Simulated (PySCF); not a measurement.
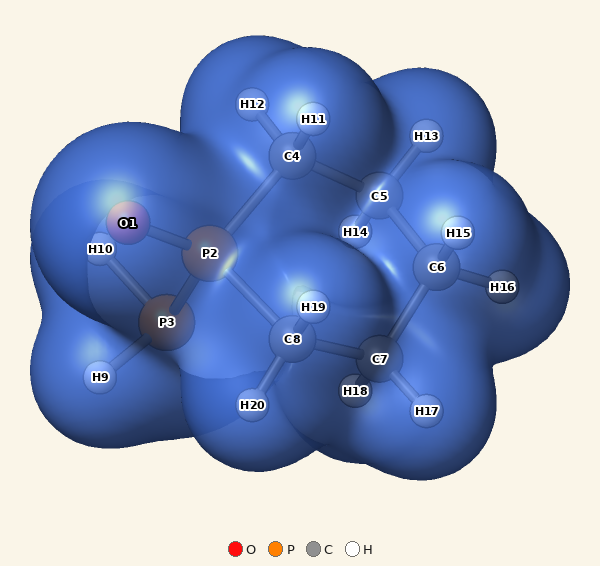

Figure 1: C$_{5}$H$_{12}$OP$_{2}$ (SMILES O=P1(P)CCCCC1). Isosurface of the total electron density at 0.05 e/Å³ (blue), seen at a tilt.

Geometry: GFN2-xTB.

Theory: PySCF 2.14.0, PBE0/pcSseg-1, SCF density, gas phase, non-relativistic.

```xyz
20

O     1.6525    0.1766   -2.3118
P     1.0238    0.0433   -0.9867
P     2.4498   -0.3415    0.6415
C     0.0567    1.5083   -0.4472
C    -0.6683    1.2300    0.8600
C    -1.6363    0.0552    0.7414
C    -0.9201   -1.2694    0.4895
C    -0.2263   -1.2963   -0.8632
H     3.0678   -1.2999   -0.1562
H     3.2655    0.6673    0.1372
H    -0.6426    1.7369   -1.2567
H     0.7446    2.3536   -0.3536
H    -1.2176    2.1243    1.1663
H     0.0683    1.0074    1.6386
H    -2.3433    0.2467   -0.0698
H    -2.2075   -0.0249    1.6692
H    -1.6418   -2.0889    0.5420
H    -0.1767   -1.4279    1.2773
H    -0.9330   -1.1397   -1.6832
H     0.2792   -2.2504   -1.0377
```

### What does this surface tell about the bonding?

At this value the surface is in one piece. It bridges the sampled P–O (1.47 Å), C–C (1.52 Å), C–P (1.84 Å) and P–P (2.20 Å) contacts, where the density stays above the isovalue. On the grid the lowest density along these lines, outside the cores, is 1.7 e/Å³ (P–O, 1.47 Å), 1.6 e/Å³ (C–C, 1.52 Å), 1.1 e/Å³ (C–P, 1.84 Å) and 0.86 e/Å³ (P–P, 2.20 Å).
